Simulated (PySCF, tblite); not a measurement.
# C2H8BN2Si radical: geometry, infrared bands and EPR parameters

Wanted: the infrared bands and EPR parameters of C2H8BN2Si radical (`[CH2][Si@H]1CNBN1`), by calculation.

Programs: tblite 0.8.0 and PySCF 2.14.0, with density-fitted response routines of our own. Each step states its level of theory. These are calculated values for one molecule in the gas phase, unless marked as measured. Atoms are numbered from 0 throughout.

## 1. The molecule as given

14 atoms, charge 0, multiplicity 2; geometry from: force field or distance geometry start.

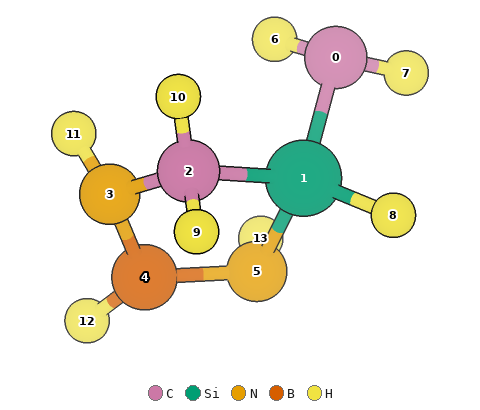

The starting geometry (carbon pink, silicon teal, nitrogen amber, boron orange, hydrogen yellow), atoms numbered.

## 2. Geometry optimisation with GFN2-xTB

The job: settings as JSON, then the geometry in Å.

```
{"job": {"kind": "relax", "xc": "GFN2-xTB", "basis": "xTB"}, "charge": 0, "multiplicity": 2}
C      2.056700     0.302200    -0.360500
Si     0.745800     0.282000     0.953100
C     -0.763200     1.256500     0.535300
N     -1.541000     0.289500    -0.181900
B     -1.416300    -1.059000     0.470000
N     -0.040100    -1.334300     1.040300
H      1.668900    -0.208800    -1.265700
H      2.899000    -0.318500     0.025000
H      1.334400     0.685200     2.246200
H     -1.241300     1.550500     1.511000
H     -0.555300     2.174300    -0.045000
H     -1.465300     0.306700    -1.199900
H     -2.133000    -1.969500     0.187600
H      0.450100    -1.957200     0.342300
```

Launch:

```
> OMP_NUM_THREADS=1 python probes_run.py task.json out
```

This one command runs all jobs of the session in turn.

What it wrote:

```text
step      E/eV     max force
  0    -464.58276    2.466
  1    -464.92135    1.540
  2    -465.18145    1.042
  3    -465.35385    1.168
  4    -465.51218    0.952
  5    -465.61445    0.889
  6    -465.70950    0.879
  7    -465.80346    0.792
  8    -465.89291    0.829
  9    -465.96042    0.813
 10    -466.02636    0.701
 11    -466.09046    0.616
 12    -466.14489    1.362
 13    -466.19256    1.297
 14    -466.26636    0.664
 15    -466.30813    0.414
 16    -466.33851    0.641
 17    -466.39024    0.919
 18    -466.44407    0.693
 19    -466.48490    0.490
 20    -466.49986    0.421
 21    -466.51538    0.435
 22    -466.53496    0.351
 23    -466.54186    0.189
 24    -466.54730    0.231
 25    -466.55504    0.274
 26    -466.56675    0.364
 27    -466.57755    0.364
 28    -466.58388    0.217
 29    -466.58739    0.178
 30    -466.59028    0.202
 31    -466.59373    0.212
 32    -466.59809    0.209
 33    -466.60252    0.213
 34    -466.60808    0.229
 35    -466.61578    0.256
 36    -466.62370    0.266
 37    -466.62987    0.185
 38    -466.63359    0.146
 39    -466.63706    0.149
 40    -466.64222    0.242
 41    -466.64753    0.242
 42    -466.65190    0.198
 43    -466.65558    0.162
 44    -466.65878    0.194
 45    -466.66205    0.193
 46    -466.66466    0.117
 47    -466.66648    0.095
 48    -466.66768    0.101
 49    -466.66982    0.121
 50    -466.67152    0.105
 51    -466.67289    0.087
 52    -466.67421    0.114
 53    -466.67614    0.160
 54    -466.67864    0.224
 55    -466.68087    0.170
 56    -466.68220    0.098
 57    -466.68302    0.094
 58    -466.68406    0.099
 59    -466.68550    0.127
 60    -466.68658    0.085
 61    -466.68717    0.054
 62    -466.68759    0.056
 63    -466.68816    0.063
 64    -466.68898    0.068
 65    -466.68987    0.081
 66    -466.69055    0.062
 67    -466.69095    0.045
 68    -466.69122    0.043
 69    -466.69144    0.035
 70    -466.69162    0.033
 71    -466.69176    0.026
 72    -466.69186    0.020
 73    -466.69193    0.019
 74    -466.69198    0.017
 75    -466.69202    0.020
 76    -466.69206    0.017
 77    -466.69211    0.020
 78    -466.69217    0.021
 79    -466.69224    0.019
 80    -466.69232    0.026
 81    -466.69242    0.027
 82    -466.69252    0.030
 83    -466.69261    0.031
 84    -466.69270    0.027
 85    -466.69278    0.028
 86    -466.69285    0.026
 87    -466.69289    0.017
 88    -466.69291    0.010
 89    -466.69292    0.009
```

Wall time 0.51 s (1 thread of Arm Neoverse V1, shared host).

Step by step: (not every step is listed)

| step | energy from step 0 (eV) | largest force (eV/Å) |
| --- | --- | --- |
| 0 | 0.0000 | 2.4655 |
| 1 | -0.3386 | 1.5398 |
| 2 | -0.5987 | 1.0418 |
| 3 | -0.7711 | 1.1675 |
| 4 | -0.9294 | 0.9516 |
| 5 | -1.0317 | 0.8887 |
| 6 | -1.1267 | 0.8786 |
| 7 | -1.2207 | 0.7924 |
| 8 | -1.3101 | 0.8290 |
| 15 | -1.7254 | 0.4137 |
| 22 | -1.9522 | 0.3512 |
| 29 | -2.0046 | 0.1775 |
| 36 | -2.0409 | 0.2656 |
| 43 | -2.0728 | 0.1617 |
| 50 | -2.0888 | 0.1055 |
| 57 | -2.1003 | 0.0939 |
| 64 | -2.1062 | 0.0681 |
| 71 | -2.1090 | 0.0262 |
| 78 | -2.1094 | 0.0212 |
| 84 | -2.1099 | 0.0268 |
| 85 | -2.1100 | 0.0276 |
| 86 | -2.1101 | 0.0265 |
| 87 | -2.1101 | 0.0173 |
| 88 | -2.1101 | 0.0099 |
| 89 | -2.1102 | 0.0091 |

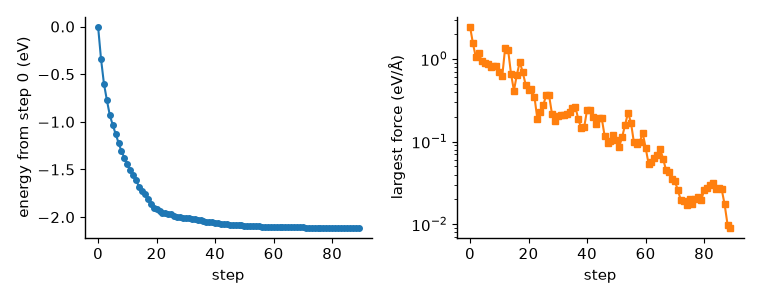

Energy and force, step by step.

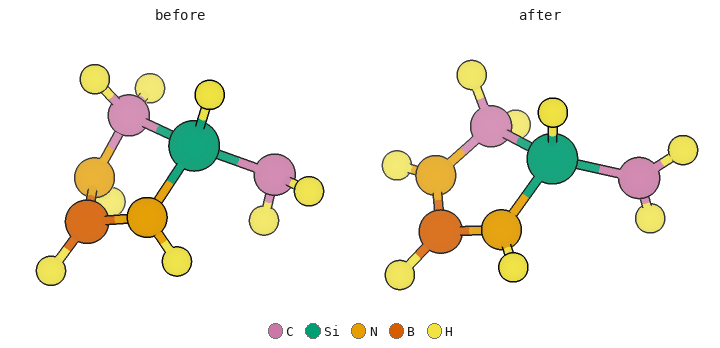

The geometry before (left) and after (right).

Close pairs (by a distance rule), those that changed most:

| bond | before (Å) | after (Å) | change (Å) |
| --- | --- | --- | --- |
| N3–B4 | 1.503 | 1.390 | -0.113 |
| Si1–C2 | 1.844 | 1.934 | +0.090 |
| B4–N5 | 1.515 | 1.431 | -0.084 |
| Si1–N5 | 1.799 | 1.732 | -0.067 |
| N5–H13 | 1.056 | 1.005 | -0.051 |
| C0–H7 | 1.115 | 1.075 | -0.040 |
| C0–H6 | 1.109 | 1.077 | -0.033 |
| C2–H9 | 1.126 | 1.094 | -0.031 |

The next job starts from the end point, and lists it.

## 3. Harmonic vibrations with GFN2-xTB

The job: settings as JSON, then the geometry in Å.

```
{"job": {"kind": "ir", "xc": "GFN2-xTB", "basis": "xTB"}, "charge": 0, "multiplicity": 2}
C      2.321989     0.175657    -0.206612
Si     0.836385     0.076093     0.874328
C     -0.640859     1.182597     0.295384
N     -1.725160     0.245800     0.083999
B     -1.465611    -1.110070     0.245319
N     -0.117544    -1.353486     0.659828
H      2.331530    -0.166574    -1.227270
H      3.259935     0.565237     0.145448
H      1.164272     0.315289     2.288977
H     -0.919939     1.932734     1.041387
H     -0.413208     1.719089    -0.631323
H     -2.609947     0.651758    -0.174655
H     -2.259804    -1.950352     0.070313
H      0.237284    -2.284244     0.792737
```

What it wrote:

```text
mode    cm-1     km/mol
  1      77.7      6.44
  2     102.6      0.71
  3     155.9      0.78
  4     223.1      6.93
  5     305.3     16.89
  6     415.6     16.15
  7     433.8     46.95
  8     499.4     35.84
  9     540.2     87.02
 10     589.8     87.75
 11     623.5     12.78
 12     633.0     54.95
 13     713.4     33.89
 14     727.8     44.94
 15     751.8     38.29
 16     769.6     84.87
 17     802.8    112.06
 18     867.7     44.04
 19     937.0     23.18
 20    1003.8      5.46
 21    1114.0     34.74
 22    1161.5     18.63
 23    1163.8     16.75
 24    1224.7    136.72
 25    1264.2    125.80
 26    1388.2      0.53
 27    1419.7    154.19
 28    1491.2      7.98
 29    2167.6    369.29
 30    2633.2    233.67
 31    2893.6     67.97
 32    2930.4     61.98
 33    3091.7      6.29
 34    3138.0     31.92
 35    3459.0      3.22
 36    3505.5      0.92
```

Run time: 0.38 s. Hardware: 1 thread of Arm Neoverse V1, shared host.

The strongest bands and the atoms that carry them (share of the mass-weighted mode):

| cm⁻¹ | km/mol | atoms |
| --- | --- | --- |
| 540 | 87.0 | H13 69 %, H11 22 % |
| 590 | 87.8 | H8 83 % |
| 803 | 112.1 | Si1 23 %, N5 23 %, C0 18 % |
| 1225 | 136.7 | N5 21 %, H13 17 %, H10 17 %, B4 14 % |
| 1264 | 125.8 | H11 44 %, B4 37 % |
| 1420 | 154.2 | N3 38 %, B4 26 %, H11 10 % |
| 2168 | 369.3 | H8 97 % |
| 2633 | 233.7 | H12 92 % |

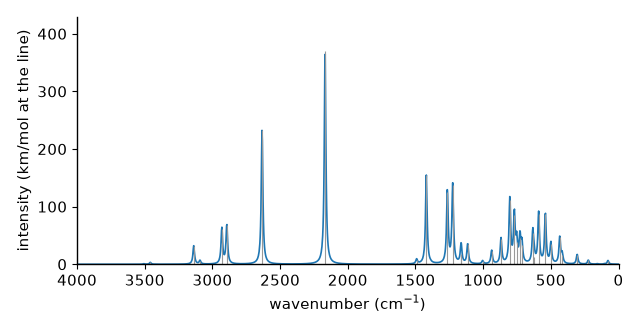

The infrared spectrum from these modes, unscaled. Lines are broadened to a width of 14 cm⁻¹ (Lorentzian).

## 4. g tensor and hyperfine couplings: B3LYP/pcH-1

Settings changed since step 3:

```diff
@@ -1,2 +1,2 @@
-{"job": {"kind": "ir", "xc": "GFN2-xTB", "basis": "xTB"}, "charge": 0, "multiplicity": 2}
+{"job": {"kind": "epr", "basis": "pcH-1"}, "charge": 0, "multiplicity": 2}
 C      2.321989     0.175657    -0.206612
```

With the program's defaults for keys left out, this is: UKS B3LYP, pcH-1 on B C H N Si, non-relativistic, mean-field spin-orbit, GIAO.

What it wrote:

```text
UKS, coarse grid
  cycle   1  E = -504.87282031  |g| = 4.37e-01
  cycle   2  E = -504.79104719  |g| = 6.15e-01
  cycle   3  E = -504.95584244  |g| = 7.32e-02
  cycle   4  E = -504.95789650  |g| = 2.98e-02
  cycle   5  E = -504.95830163  |g| = 8.78e-03
  cycle   6  E = -504.95833175  |g| = 4.23e-03
  cycle   7  E = -504.95834046  |g| = 9.79e-04
UKS, final grid
  cycle   1  E = -504.95834967  |g| = 1.12e-03
  cycle   2  E = -504.95834903  |g| = 1.70e-03
  cycle   3  E = -504.95835030  |g| = 2.02e-04
  cycle   4  E = -504.95835032  |g| = 6.59e-05
  cycle   5  E = -504.95835033  |g| = 2.26e-05
E = -504.95835033 Eh   <S^2> = 0.7532 (exact 0.7500)
g shifts (ppm)      1          2          3
  rmc          -128       -128       -128
  gc              8         28         35
  oz_so         -20        371        693
  total        -139        272        600
hyperfine (MHz)  atom isotope    a_iso     a_fc   dipolar eigenvalues
    0   13C      76.85      76.96    -74.89    -74.61    149.50
    1  29Si      45.54      45.60     -2.60      0.42      2.18
    2   13C      36.52      36.52     -4.67     -4.08      8.75
    3   14N       0.56       0.56     -0.29     -0.22      0.52
    4   11B      -1.16      -1.16     -0.72     -0.16      0.88
    5   14N       5.70       5.70     -1.18     -1.01      2.19
    6    1H     -57.27     -57.28    -36.34     -0.75     37.09
    7    1H     -56.97     -56.98    -36.58     -0.61     37.20
    8    1H       2.92       2.92     -3.37     -2.64      6.01
    9    1H       0.71       0.71     -2.63     -1.19      3.82
   10    1H      -2.65      -2.65     -4.14     -0.67      4.81
   11    1H       7.15       7.15     -1.07     -0.65      1.72
   12    1H       2.46       2.46     -0.78     -0.59      1.36
   13    1H      -1.53      -1.53     -3.08     -1.29      4.37
```

Wall time 68 s (1 thread of Arm Neoverse V1, shared host); peak memory 0.86 GiB.

Principal g values 2.00218, 2.00259, 2.00292; g(iso) = 2.00256, against 2.00232 for a free electron.

Hyperfine couplings; where a row names several nuclei, a(iso) is their mean (it holds for fast rotation or exchange) and the dipolar term the largest among them:

| nuclei | isotope | a(iso) (MHz) | a(iso) (G, at g = 2.0023) | largest dipolar term (MHz) |
| --- | --- | --- | --- | --- |
| C0 | 13C | 76.8 | 27.4 | 149.5 |
| H6, H7 | 1H | -57.1 | -20.4 | 37.2 |
| Si1 | 29Si | 45.5 | 16.2 | -2.6 |
| C2 | 13C | 36.5 | 13.0 | 8.7 |
| H11 | 1H | 7.2 | 2.6 | 1.7 |
| N5 | 14N | 5.7 | 2.0 | 2.2 |
| H8 | 1H | 2.9 | 1.0 | 6.0 |
| H10 | 1H | -2.6 | -0.9 | 4.8 |
| H12 | 1H | 2.5 | 0.9 | 1.4 |
| H13 | 1H | -1.5 | -0.5 | 4.4 |
| B4 | 11B | -1.2 | -0.4 | 0.9 |
| H9 | 1H | 0.7 | 0.3 | 3.8 |
| N3 | 14N | 0.6 | 0.2 | 0.5 |

Mulliken spin populations:

C0 1.04; Si1 -0.02; C2 0.04; N3 0.00; B4 0.00; N5 0.01; H6 -0.04; H7 -0.04; H8 0.00; H9 0.00; H10 0.00; H11 0.00; H12 0.00; H13 0.00

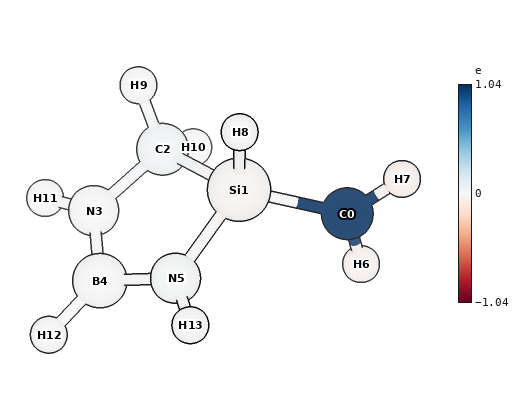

Mulliken spin populations, as colours on the atoms.

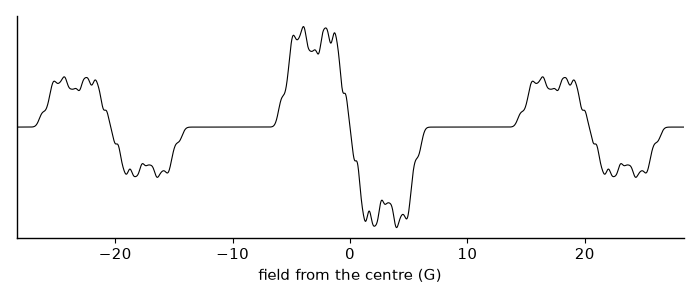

First-order isotropic spectrum (first derivative, main isotopes with spin only, couplings over 0.8 MHz, Gaussian width 0.3 G; couplings of the frozen geometry, rotation of groups not averaged beyond the rows shown).

The fields below are evaluated on a grid from the run's orbitals.

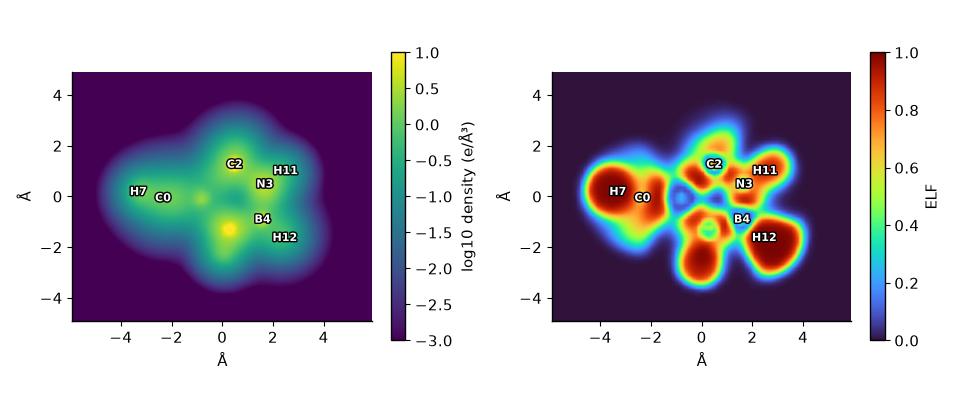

Density (left) and ELF (right) in a plane through or near 7 of the atoms.

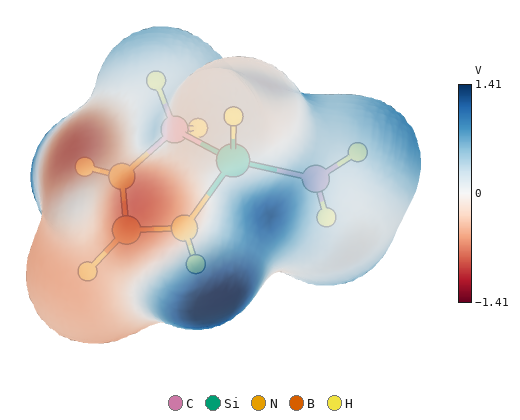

Electrostatic potential on the surface of density 0.002 e/bohr³; red is low, blue high. It runs from -0.76 V near N5 to 1.41 V near H11.

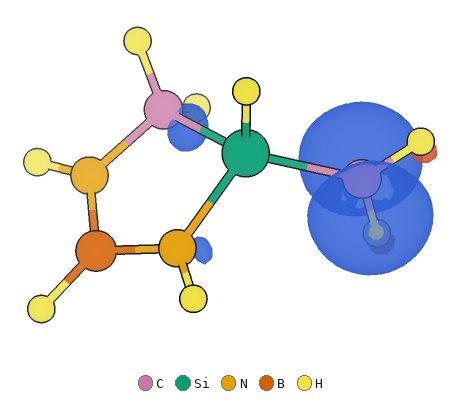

Spin density at ±0.04 e/Å³ (alpha excess blue, beta excess red).

## 5. Results

| quantity | value |
| --- | --- |
| strongest single infrared mode (GFN2-xTB) | 2168 cm⁻¹, 369 km/mol |
| zero-point energy (GFN2-xTB) | 64.6 kcal/mol |
| g(iso) (B3LYP) | 2.00256 |
| ⟨S²⟩ | 0.753 (exact 0.75) |
| largest a(iso) (averaged by class) | 13C on C0, 76.8 MHz |
| surface potential, least and greatest | -0.76 V and 1.41 V |

What this shows: Over 89 steps the energy fell by 2.110 eV; of the close pairs, N3–B4 changed most, 1.503 to 1.390 Å. All 36 modes are real, so the xTB geometry is a minimum. The strongest single mode, at 2168 cm⁻¹, moves mainly H8. Unscaled tight-binding wavenumbers are off by several per cent, some by more. Its intensities can rank the bands wrongly. Most of the unpaired spin sits on C0 (1.04 e). The isotropic g lies 0.2 ppt above the free-electron value.
